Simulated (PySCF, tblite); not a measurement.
# C₆H₈O₂Si: a rotation path, then NMR shifts on frames, part 2 of 2

tblite 0.8.0 and PySCF 2.14.0. Atoms count from 0. Earlier steps stand in the parts before.

### 5 Nuclear shieldings: image 4, PBE0/pcSseg-1

What the job is given:

```
{"job": {"kind": "nmr", "xc": "PBE0", "basis": "pcSseg-1", "pop": false}, "charge": 0, "multiplicity": 1}
C      3.034000    -1.190100    -0.148100
O      1.634600    -0.944600    -0.111900
C      1.219500     0.335900    -0.065900
O      1.962100     1.284200    -0.016600
C     -0.246200     0.394700    -0.057900
C     -1.005400     0.493700    -1.157400
C     -2.444900     0.519300    -0.946000
C     -2.860500     0.444300     0.324500
Si    -1.368600     0.333000     1.476500
H      3.577400    -0.246000    -0.222900
H      3.322200    -1.714700     0.763500
H      3.242300    -1.815000    -1.016700
H     -0.604100     0.540400    -2.159600
H     -3.106300     0.580300    -1.798500
H     -3.905900     0.443700     0.583100
H     -1.200000     1.490400     2.351400
H     -1.257300    -0.937500     2.192600
```

Level: GIAO PBE0/pcSseg-1 NMR shielding, non-relativistic, gas phase.

The log of the run:

```text
coarse grid: 15272 points
cycle   1  E = -672.5117848313  dE =  1.501e+00  |g| = 9.004e-01  |ddm| = 3.901e+00
cycle   2  E = -672.1857487909  dE =  3.260e-01  |g| = 1.601e+00  |ddm| = 1.760e+00
cycle   3  E = -672.6503572467  dE = -4.646e-01  |g| = 3.077e-01  |ddm| = 1.278e+00
cycle   4  E = -672.6683821459  dE = -1.802e-02  |g| = 8.236e-02  |ddm| = 2.668e-01
cycle   5  E = -672.6694191848  dE = -1.037e-03  |g| = 2.544e-02  |ddm| = 5.286e-02
cycle   6  E = -672.6695607792  dE = -1.416e-04  |g| = 6.046e-03  |ddm| = 2.653e-02
cycle   7  E = -672.6695687996  dE = -8.020e-06  |g| = 1.878e-03  |ddm| = 7.171e-03
final grid: 144568 points
cycle   8  E = -672.7433195962  dE = -1.942e-05  |g| = 1.379e-02  |ddm| = 3.874e-02
cycle   9  E = -672.7432630271  dE =  5.657e-05  |g| = 2.204e-02  |ddm| = 2.449e-02
cycle  10  E = -672.7433546823  dE = -9.166e-05  |g| = 2.905e-03  |ddm| = 1.614e-02
cycle  11  E = -672.7433563062  dE = -1.624e-06  |g| = 4.718e-04  |ddm| = 2.100e-03
cycle  12  E = -672.7433563434  dE = -3.718e-08  |g| = 1.692e-04  |ddm| = 4.355e-04
cycle  13  E = -672.7433563491  dE = -5.713e-09  |g| = 5.073e-05  |ddm| = 1.633e-04
cycle  14  E = -672.7433563497  dE = -5.514e-10  |g| = 2.080e-05  |ddm| = 6.308e-05
converged SCF energy = -672.7433563497

GIAO shielding tensors (ppm)
atom      isotropic    diamagn.    paramagn.     s11        s22        s33       span
  0 C      136.951     241.907    -104.955     97.673    129.069    184.113     86.440
  1 O      143.447     404.520    -261.072    -38.837    225.337    243.841    282.678
  2 C        8.831     251.324    -242.493    -95.653     48.194     73.953    169.606
  3 O     -102.737     402.106    -504.843   -404.367   -223.262    319.418    723.785
  4 C       41.628     263.486    -221.858    -52.359     32.138    145.105    197.464
  5 C       36.543     251.062    -214.519    -69.021     38.766    139.885    208.906
  6 C       30.015     254.844    -224.829    -88.342     37.645    140.742    229.084
  7 C       51.984     261.997    -210.013    -57.516     45.180    168.289    225.805
  8 Si     386.727     881.528    -494.801    322.057    390.319    447.807    125.750
  9 H       26.176      28.106      -1.930     22.611     25.847     30.070      7.459
 10 H       28.329      27.731       0.598     23.524     26.731     34.733     11.209
 11 H       28.270      27.746       0.524     23.601     26.648     34.562     10.961
 12 H       24.759      32.745      -7.986     21.463     23.847     28.967      7.504
 13 H       24.387      29.787      -5.400     22.416     23.567     27.179      4.763
 14 H       25.396      29.042      -3.646     24.599     25.282     26.307      1.708
 15 H       26.925      28.832      -1.907     23.491     25.224     32.061      8.570
 16 H       26.993      29.249      -2.256     23.389     25.622     31.967      8.578
```

Wall time 30 s (1 thread of Intel Xeon Platinum 8488C, shared host); peak memory 1.1 GiB.

Key values: δ C2 178.1, C6 156.9, C5 150.4, C4 145.3, H13 7.33, H12 6.96 ppm.

### 6 NMR shieldings: image 6, PBE0/pcSseg-1

What the job is given:

```
{"job": {"kind": "nmr", "xc": "PBE0", "basis": "pcSseg-1", "pop": false}, "charge": 0, "multiplicity": 1}
C      3.057300    -1.100800    -0.473200
O      1.662000    -0.842500    -0.482700
C      1.201400     0.198000     0.239800
O      1.903800     0.926600     0.899300
C     -0.250600     0.300900     0.129900
C     -0.920000     0.201300    -1.031800
C     -2.362900     0.332800    -0.952100
C     -2.871100     0.542300     0.270100
Si    -1.474300     0.617500     1.544400
H      3.585200    -0.293300     0.037600
H      3.235800    -2.046300     0.041500
H      3.388400    -1.176300    -1.508800
H     -0.436800     0.046600    -1.985500
H     -2.954000     0.246600    -1.852700
H     -3.931500     0.626100     0.437800
H     -1.329500     1.923300     2.176400
H     -1.510100    -0.491000     2.500100
```

With the program's defaults for keys left out, this is: GIAO PBE0/pcSseg-1 NMR shielding, non-relativistic, gas phase.

The log of the run:

```text
coarse grid: 15272 points
cycle   1  E = -672.5194373115  dE =  1.498e+00  |g| = 8.922e-01  |ddm| = 3.911e+00
cycle   2  E = -672.2057645621  dE =  3.137e-01  |g| = 1.573e+00  |ddm| = 1.863e+00
cycle   3  E = -672.6543447453  dE = -4.486e-01  |g| = 3.078e-01  |ddm| = 1.371e+00
cycle   4  E = -672.6725652248  dE = -1.822e-02  |g| = 8.158e-02  |ddm| = 2.858e-01
cycle   5  E = -672.6735705601  dE = -1.005e-03  |g| = 2.672e-02  |ddm| = 5.603e-02
cycle   6  E = -672.6737218873  dE = -1.513e-04  |g| = 6.754e-03  |ddm| = 2.720e-02
cycle   7  E = -672.6737310836  dE = -9.196e-06  |g| = 2.559e-03  |ddm| = 7.267e-03
final grid: 144568 points
cycle   8  E = -672.7482182094  dE = -1.668e-05  |g| = 1.382e-02  |ddm| = 3.422e-02
cycle   9  E = -672.7481552811  dE =  6.293e-05  |g| = 2.286e-02  |ddm| = 2.680e-02
cycle  10  E = -672.7482532183  dE = -9.794e-05  |g| = 2.909e-03  |ddm| = 1.768e-02
cycle  11  E = -672.7482548241  dE = -1.606e-06  |g| = 4.659e-04  |ddm| = 2.118e-03
cycle  12  E = -672.7482548590  dE = -3.493e-08  |g| = 1.602e-04  |ddm| = 4.110e-04
cycle  13  E = -672.7482548639  dE = -4.948e-09  |g| = 5.791e-05  |ddm| = 1.848e-04
cycle  14  E = -672.7482548647  dE = -7.949e-10  |g| = 2.082e-05  |ddm| = 7.985e-05
converged SCF energy = -672.7482548647

GIAO shielding tensors (ppm)
atom      isotropic    diamagn.    paramagn.     s11        s22        s33       span
  0 C      136.633     242.155    -105.522     98.513    127.413    183.973     85.459
  1 O      150.926     404.550    -253.624    -25.037    225.575    252.241    277.278
  2 C       12.348     250.908    -238.560    -87.247     50.358     73.933    161.181
  3 O      -88.028     402.292    -490.321   -370.943   -215.681    322.538    693.481
  4 C       43.096     262.053    -218.957    -44.916     34.070    140.133    185.049
  5 C       28.501     252.370    -223.869    -83.837     29.284    140.057    223.894
  6 C       31.094     254.784    -223.690    -86.142     37.817    141.607    227.749
  7 C       45.610     261.871    -216.261    -64.614     32.723    168.721    233.335
  8 Si     391.363     881.703    -490.340    333.012    393.728    447.351    114.339
  9 H       26.256      28.046      -1.789     22.526     26.111     30.132      7.606
 10 H       28.266      27.819       0.447     23.701     26.360     34.736     11.035
 11 H       28.241      27.766       0.474     23.511     26.736     34.476     10.965
 12 H       24.314      33.512      -9.198     20.639     23.710     28.593      7.955
 13 H       24.361      30.083      -5.722     22.458     23.376     27.250      4.792
 14 H       25.166      29.042      -3.876     24.066     25.053     26.378      2.312
 15 H       26.869      28.903      -2.035     23.224     25.211     32.171      8.947
 16 H       27.052      29.050      -1.999     23.758     25.323     32.074      8.316
```

It took 31 s on 1 thread of Intel Xeon Platinum 8488C, shared host; peak memory 0.89 GiB.

In short: δ C2 174.6, C5 158.4, C6 155.8, C4 143.8, H12 7.40, H13 7.36 ppm.

### 7 NMR shieldings: image 8, PBE0/pcSseg-1

What the job is given:

```
{"job": {"kind": "nmr", "xc": "PBE0", "basis": "pcSseg-1", "pop": false}, "charge": 0, "multiplicity": 1}
C      3.140000    -0.877200    -0.600900
O      1.750100    -0.611900    -0.709200
C      1.125200    -0.114200     0.376300
O      1.687900     0.117300     1.424300
C     -0.293900     0.121100     0.167500
C     -0.982000    -0.108500    -0.968400
C     -2.395600     0.210200    -0.922000
C     -2.855300     0.694500     0.241100
Si    -1.444100     0.811200     1.501300
H      3.515200    -0.504300     0.354500
H      3.298500    -1.955000    -0.666700
H      3.645200    -0.377400    -1.427700
H     -0.536900    -0.503400    -1.869900
H     -3.006400     0.049900    -1.799600
H     -3.890000     0.961300     0.377700
H     -1.138100     2.189000     1.876400
H     -1.626900    -0.090600     2.635200
```

Level: GIAO PBE0/pcSseg-1 NMR shielding, non-relativistic, gas phase.

The log of the run:

```text
coarse grid: 15272 points
cycle   1  E = -672.5267799417  dE =  1.494e+00  |g| = 8.865e-01  |ddm| = 3.940e+00
cycle   2  E = -672.2168058572  dE =  3.100e-01  |g| = 1.558e+00  |ddm| = 2.082e+00
cycle   3  E = -672.6597429265  dE = -4.429e-01  |g| = 3.051e-01  |ddm| = 1.561e+00
cycle   4  E = -672.6777727728  dE = -1.803e-02  |g| = 8.104e-02  |ddm| = 3.045e-01
cycle   5  E = -672.6787738832  dE = -1.001e-03  |g| = 2.715e-02  |ddm| = 6.025e-02
cycle   6  E = -672.6789293782  dE = -1.555e-04  |g| = 7.295e-03  |ddm| = 2.815e-02
cycle   7  E = -672.6789403325  dE = -1.095e-05  |g| = 2.699e-03  |ddm| = 7.858e-03
cycle   8  E = -672.6789420400  dE = -1.707e-06  |g| = 8.133e-04  |ddm| = 3.004e-03
final grid: 144568 points
cycle   9  E = -672.7531330620  dE = -1.718e-05  |g| = 1.355e-02  |ddm| = 3.560e-02
cycle  10  E = -672.7530779906  dE =  5.507e-05  |g| = 2.143e-02  |ddm| = 2.833e-02
cycle  11  E = -672.7531679472  dE = -8.996e-05  |g| = 2.864e-03  |ddm| = 1.959e-02
cycle  12  E = -672.7531694962  dE = -1.549e-06  |g| = 4.880e-04  |ddm| = 2.312e-03
cycle  13  E = -672.7531695368  dE = -4.063e-08  |g| = 1.426e-04  |ddm| = 4.735e-04
cycle  14  E = -672.7531695411  dE = -4.278e-09  |g| = 3.462e-05  |ddm| = 1.486e-04
cycle  15  E = -672.7531695413  dE = -1.951e-10  |g| = 1.889e-05  |ddm| = 3.820e-05
converged SCF energy = -672.7531695413

GIAO shielding tensors (ppm)
atom      isotropic    diamagn.    paramagn.     s11        s22        s33       span
  0 C      136.617     242.181    -105.564     99.594    126.386    183.871     84.276
  1 O      166.212     403.881    -237.669    -20.067    258.097    260.607    280.674
  2 C       15.954     250.222    -234.268    -79.579     52.054     75.388    154.968
  3 O      -91.862     402.809    -494.671   -352.624   -217.787    294.825    647.449
  4 C       44.724     260.944    -216.220    -37.073     40.069    131.177    168.250
  5 C       24.145     251.836    -227.691    -92.944     21.918    143.460    236.404
  6 C       32.051     254.839    -222.789    -83.860     38.785    141.227    225.087
  7 C       39.017     261.904    -222.887    -71.766     19.453    169.363    241.129
  8 Si     394.865     881.955    -487.089    343.550    395.363    445.683    102.132
  9 H       26.044      27.991      -1.947     21.874     26.414     29.845      7.971
 10 H       28.237      27.659       0.578     23.699     26.242     34.771     11.071
 11 H       28.201      27.680       0.521     23.716     26.399     34.489     10.773
 12 H       23.869      33.674      -9.805     21.113     22.404     28.089      6.975
 13 H       24.349      30.054      -5.705     22.485     23.122     27.440      4.955
 14 H       24.956      29.054      -4.098     23.396     24.946     26.525      3.129
 15 H       26.994      29.119      -2.125     23.606     25.263     32.114      8.508
 16 H       26.997      29.126      -2.129     23.605     25.264     32.122      8.517
```

It took 30 s on 1 thread of Intel Xeon Platinum 8488C, shared host; peak memory 0.91 GiB.

This run: δ C2 171.0, C5 162.8, C6 154.9, C7 147.9, H12 7.85, H13 7.37 ppm.

### 8 Run by run: NMR shifts

Shifts (ppm) of some atoms, chosen among heavy atoms and hydrogens apart, with basis size and wall time:

| frame | C5 | C7 | H12 | H14 | O3 | O1 | Si8 | functions | time |
| --- | --- | --- | --- | --- | --- | --- | --- | --- | --- |
| image 0 | 166.3 | 146.5 | 8.17 | 6.67 | 390.9 | 190.9 | -47.0 | 200 | 32 s |
| image 2 | 159.6 | 141.4 | 7.64 | 6.53 | 415.6 | 188.3 | -43.2 | 200 | 30 s |
| image 4 | 150.4 | 134.9 | 6.96 | 6.32 | 438.8 | 192.6 | -37.6 | 200 | 30 s |
| image 6 | 158.4 | 141.3 | 7.40 | 6.55 | 424.1 | 185.2 | -42.2 | 200 | 31 s |
| image 8 | 162.8 | 147.9 | 7.85 | 6.76 | 427.9 | 169.9 | -45.7 | 200 | 30 s |

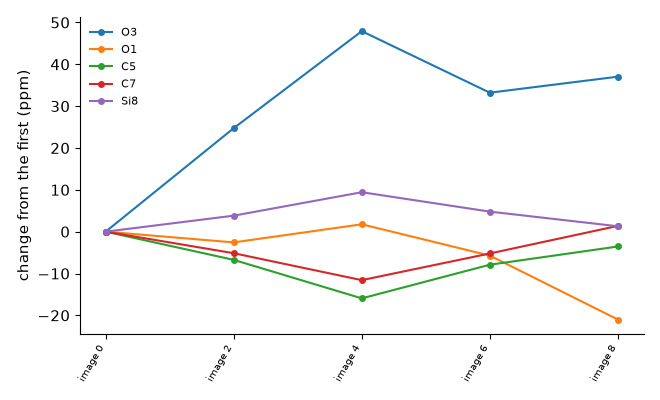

How five of the tabulated atoms move from run to run.

### 9 Summary of results

This closing draws on all 2 parts.

```
                                        quantity                                               value
                                         barrier                  0.154 eV (3.6 kcal/mol) at image 4
                           end to end (GFN2-xTB)                                            0.021 eV
 ¹³C shifts against TMS (PBE0/pcSseg-1, image 0)         170.9, 166.3, 155.2, 146.5, 140.0, 49.9 ppm
  ¹H shifts against TMS (PBE0/pcSseg-1, image 0)  8.17, 7.45, 6.67, 5.62, 4.67, 4.66, 3.45, 3.43 ppm
 ¹⁷O shifts against H2O (PBE0/pcSseg-1, image 0)                                    390.9, 190.9 ppm
²⁹Si shifts against TMS (PBE0/pcSseg-1, image 0)                                           -47.0 ppm
                        range of the shift of O3                                  390.9 to 438.8 ppm
```

**Reading.** Along the band the dihedral turns by 180°, and the top (dihedral 88°) lies 3.6 kcal/mol above the start (GFN2-xTB, rough), so at room temperature this motion is fast. Ends this close can change order at a higher level. The top was not checked by a frequency run. Shifts at one fixed geometry are not the observed spectrum, which averages over the motion. In the first frame run (image 0): The widest tensor belongs to O3: span 640 ppm, with a paramagnetic part of -457 ppm. Across the 5 runs the shift of O3 moves most, between 390.9 (image 0) and 438.8 ppm (image 4).
